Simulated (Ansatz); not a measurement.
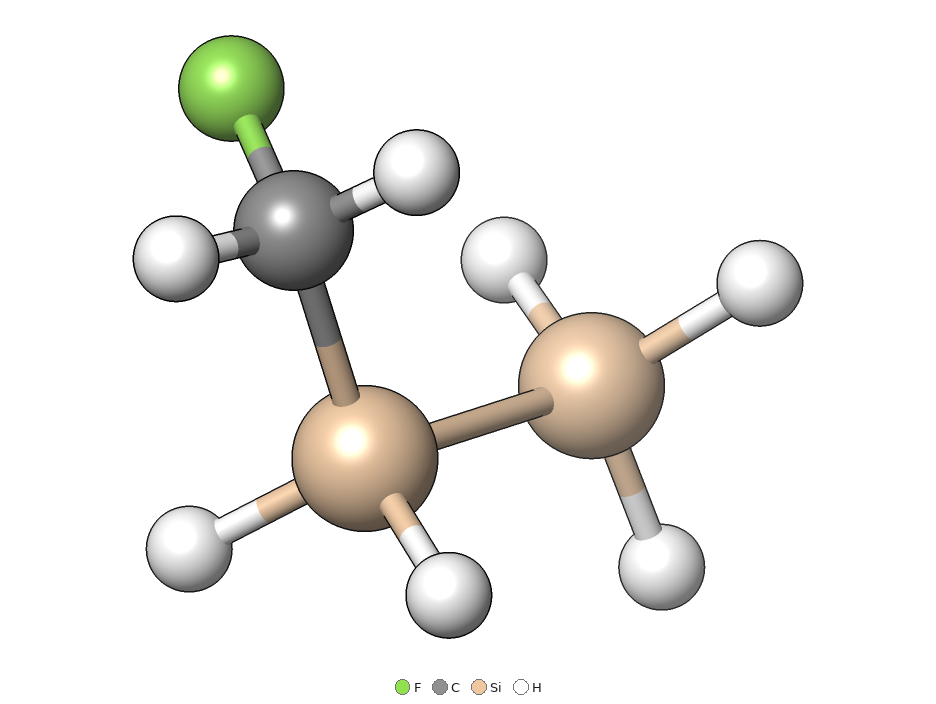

Computed geometry: PBE0-D4/def2-TZVP optimisation. No frequency run is at hand to confirm it as a minimum.

Give the structural formula.

SMILES: FC[SiH2][SiH3]

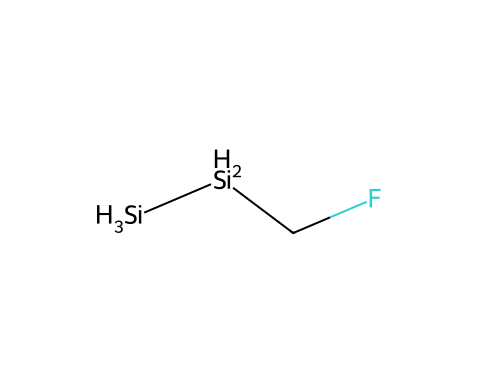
